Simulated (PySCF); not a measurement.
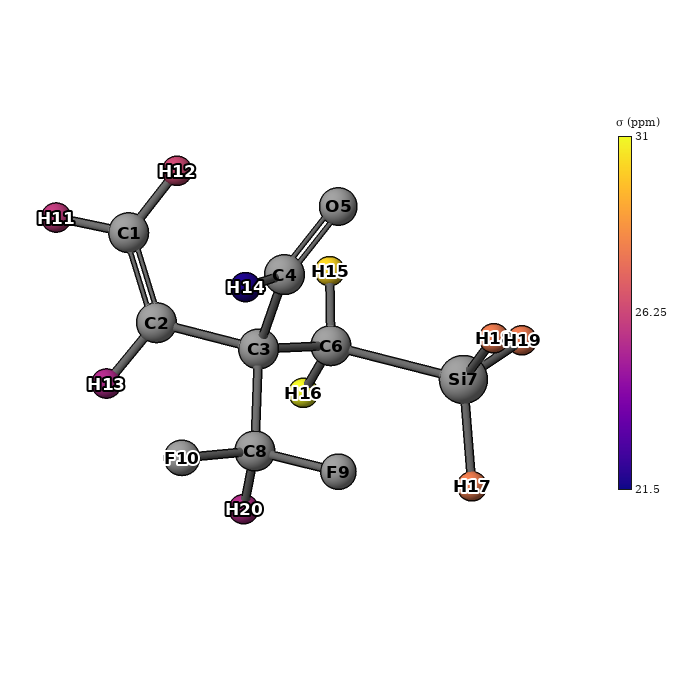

Atoms are coloured by their isotropic NMR shieldings (H only, the others grey). Computed geometry: GFN2-xTB optimisation. No frequency run is at hand to confirm it as a minimum. Level of theory: GIAO PBE0/pcSseg-1 NMR shielding, non-relativistic, gas phase (PySCF 2.14.0).

### Which H atom is the most shielded (lowest chemical shift)?

H16 (30.92 ppm).

### Which H atom is the least shielded (highest chemical shift)?

H14 (21.77 ppm).

### How wide is the range of H shifts?

9.15 ppm.

Give the isotropic NMR shieldings of the H atoms atom by atom.

```csv
atom,σ (ppm)
H11,25.93
H12,26.37
H13,25.41
H14,21.77
H15,30.20
H16,30.92
H17,27.97
H18,27.93
H19,27.90
H20,25.48
```

The geometry is semi-empirical. Around Si such bond lengths and angles can be off by a tenth of an ångström or more and by several degrees, and values that hang on the shape move with them.
